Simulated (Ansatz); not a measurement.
# Gap against volume in random cubic perovskite alloy of BaHfO3 and BaTiO3 (135 atoms)

The cell holds 135 atoms: 27 Ba, 18 Hf, 81 O and 9 Ti. Cell: a = 12.603 Å, b = 12.397 Å, c = 12.432 Å, α = 90.0°, β = 90.0°, γ = 90.1°. It derives from BaHfO3 (cubic perovskite) and BaTiO3, repeated 3×3×3. The starting structure: Cubic perovskite BaHfO3, 3 x 3 x 3 conventional cells, 9 of 27 Hf sites given to Ti at random (x = 0.333), lattice by Vegard's rule (cell 4.113, 4.113, 4.113, 90, 90, 90); not relaxed, displaced by a Gaussian of 0.02 Å.

Calculated with Ansatz 0.2.0: Kohn-Sham DFT, PBE, PAW (set soft_2), plane waves; cutoff 420 eV, Γ point, fixed occupations. The relaxed cell was scaled evenly and the atoms were relaxed at each volume. The gap is that between the highest filled and the lowest empty Kohn-Sham level on the run's k-points.

```
volume (Å³/atom)  gap (eV)
          12.949               2.885
          13.524               2.897
          13.956               2.963
          14.387               2.986
          14.819                   ?
          15.251               3.071
```

Task: Fit a straight line in ln V to the rows given and interpolate to the withheld row.

**Working.**

A volume deformation potential makes the spacing linear in u = ln(V/V0), with V0 = 14.387 Å³ the relaxed volume; v is the spacing.

| u = ln(V/V0) | v (eV) |
| --- | --- |
| -0.105360 | 2.8847 |
| -0.0618750 | 2.8968 |
| -0.0304590 | 2.9634 |
| 0 | 2.9858 |
| 0.0582689 | 3.0708 |

With n = 5: mean u = -0.0278850, mean v = 2.96030, Σ(u − ū)² = 0.015364, Σ(u − ū)(v − v̄) = 0.018239. Slope b = 0.018239 / 0.015364 = 1.1871; intercept a = v̄ − b ū = 2.9934.

At the withheld volume u = 0.02956, and v = a + b u.

Prediction at 14.819: 3.028 eV. The run gave 3.012 eV, so the fit is high by 0.016 eV (0.54 % of the value).

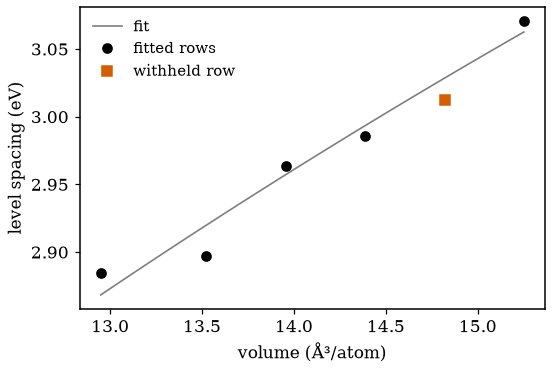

The fit, the rows that it rests on and the withheld row.

The slope, +1.19 eV, says that the spacing widens on expansion. Among the rows given, the largest miss of the fit is at 13.524, by 0.023 eV (12 % of the range of the table).

Limits: The table spans 16 % in volume, wide for a linear law. Semilocal functionals tend to put gaps under measured ones. Only the Γ point is sampled. The mesh needn't hold the band edges. Spin–orbit coupling is left out, which matters for the levels of the heavy elements.

[Logs are printed without paths, hosts, clocks, repeated set-up lines and the standing remarks that a program may print on its own settings, such as how far it seeks lower states.]

[Hosts, paths, dates, database ids (printed as entryN), source tags and the programs' standing remarks are cut or masked in the printed files.]
